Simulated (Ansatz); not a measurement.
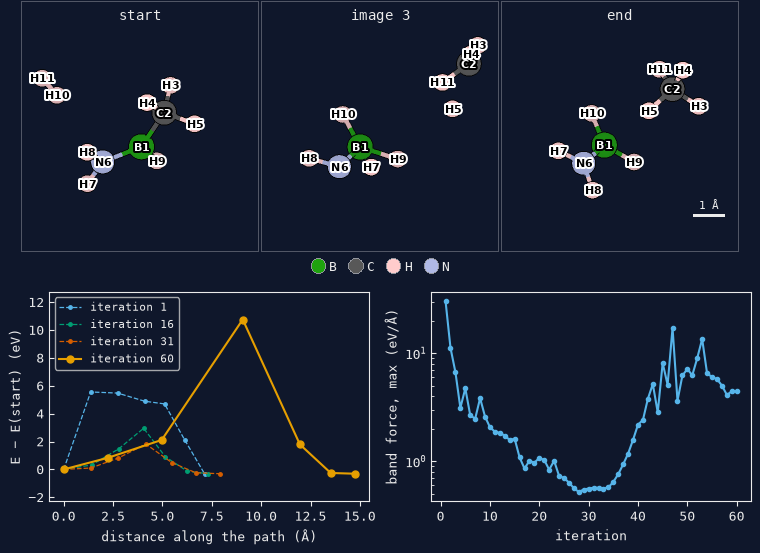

A search for the minimum-energy path of CH₈BN, made up at the start of CH6BN and H2 by the nudged elastic band. Images are numbered from 0 (start) to 6 (end). The plot follows the band through its iterations. A ball-and-stick model, seen at a tilt.

Method: RKS B3LYP-D4/6-31G* in Ansatz 0.2.0. Settings: 5 movable images; climbing image; force threshold 0.03 eV/Å; iteration limit 60; optimiser FIRE; starting path through a guess of the saddle point.

Q: Judge this run.

A: The result isn't final. The band hadn't converged when the run stopped after 60 iterations. The largest component of the band force went from 30 to 4.5 eV/Å. The barrier read from it is provisional: over the last two iterations the highest image moved from 11.66 eV to 10.76 eV. The first iteration put the highest image at 5.56 eV. The energy climbs by 10.76 eV to image 3 and then falls by 11.07 eV, so the end point sits at −0.31 eV.

Limits of the set-up: the start holds two separate molecules, 2.8 Å apart at their closest, whose relative position is a soft coordinate.

Cost: 7.9 min on 1 thread of Arm Neoverse V2, on a shared host, peak memory 0.11 GiB.
